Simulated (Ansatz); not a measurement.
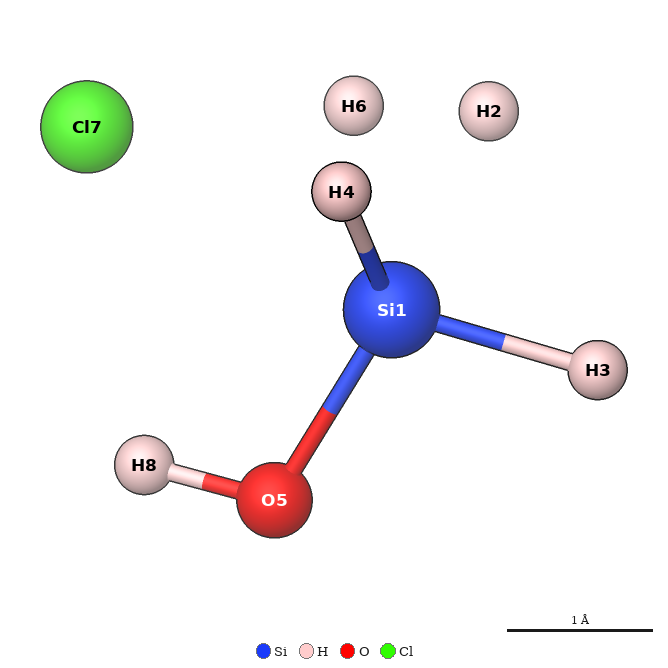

Figure made from data computed with Ansatz.

Orthographic view. Distant atoms are faded towards the background colour. Geometry: start.

List the bonded neighbours of every atom.

Si1: H3, H4, O5
H2: none
H3: Si1
H4: Si1
O5: Si1, H8
H6: none
Cl7: none
H8: O5
